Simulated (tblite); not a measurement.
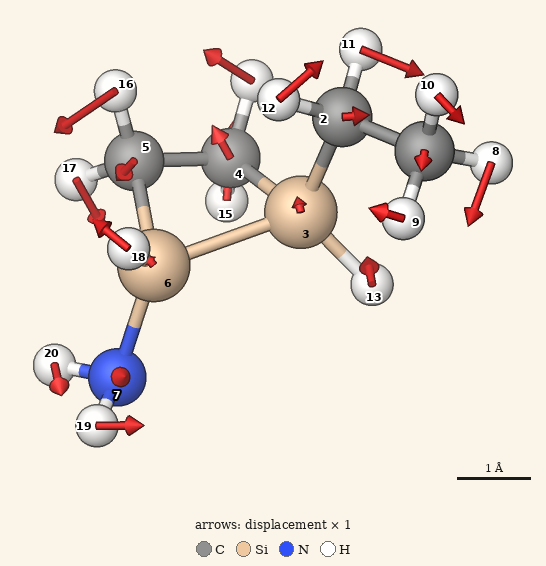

A relaxation of C₄H₁₃NSi₂. The starting structure is drawn; red arrows show the displacements, at their true length. The two geometries are superimposed by the best rigid fit.

Style: ball-and-stick. Shown from a free direction.

The calculation used tblite 0.8.0, GFN2-xTB geometry optimisation, gas phase. 

**Which element moves most?**

Hydrogen: up to 1.33 Å, against 0.56 Å for carbon.

**Describe the change and its energy.**

The atom that moves furthest after the best rigid fit is an H atom (1.33 Å). By element the largest moves are H 1.33 Å, C 0.56 Å, N 0.41 Å, Si 0.24 Å. Among the contacts that change: Si–Si 2.220 → 2.322 Å, C–Si 1.863 → 1.927 Å, C–Si 1.846 → 1.908 Å, H–N 1.054 → 1.007 Å. Bond angles that change, for instance: Si–N–H 108.2° → 118.6°, C–Si–Si 111.7° → 121.9°, Si–Si–H 112.9° → 122.5°. Groups turn about C–C by about 40°, C–Si by about 40°, C–Si by about 35°. The energy falls by 94.2 kJ/mol in 189 geometry steps.
